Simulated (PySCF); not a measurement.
System: C6H10OSSi.

Input

```
{"job": {"kind": "nmr", "xc": "PBE0", "basis": "pcSseg-1"}, "charge": 0, "multiplicity": 1}
C     -1.185835    -2.294967    -0.575796
C     -1.245240    -1.250941     0.007290
C     -1.349537     0.026207     0.678990
C     -1.992342     1.076505    -0.232131
S     -0.313918     1.686191    -0.761894
O     -0.205602     3.120063    -0.503348
C      0.004308     0.742295     0.819004
Si     1.624219    -0.251804     0.853523
C      2.118943    -0.603396    -0.940653
H     -1.125422    -3.217443    -1.071672
H     -1.868406    -0.124358     1.632620
H     -2.613438     0.699845    -1.040973
H     -2.504149     1.864825     0.313337
H     -0.047823     1.479013     1.619404
H      1.388195    -1.488719     1.606013
H      2.640505     0.566069     1.524365
H      1.338933    -1.146015    -1.466951
H      2.300215     0.322598    -1.480025
H      3.026590    -1.196717    -0.988565
```

Run with:

```sh
OMP_NUM_THREADS=1 python probes_run.py task.json out
```

Geometry: GFN2-xTB.

Method: PBE0/pcSseg-1, SCF density, gas phase, non-relativistic in PySCF.

Q: What can the converged electron density and electron localisation function tell about the bonding?

A: C–C (1.20 Å): the density is about 2.7 e/Å³ at the midpoint; the ELF peaks at about 0.85 between the atoms; a short, multiple covalent bond.
S–O (1.46 Å): the density is about 2.1 e/Å³ at the midpoint; the ELF peaks at about 0.80 between the atoms; a polar covalent bond.
C–H (1.05 Å): the density is about 2.1 e/Å³ at the midpoint; the ELF climbs to about 1 towards the hydrogen, as it does in any bond to H (a covalent bond by its length).

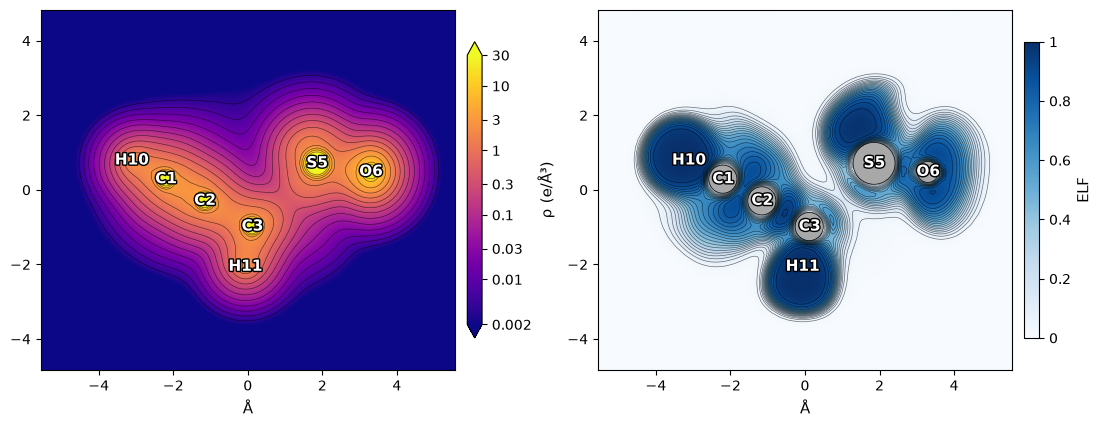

Computed electron density and electron localisation function on the plane of atoms C2, C3 and H11, in this order. Grey discs cover the atomic cores in the ELF map. 
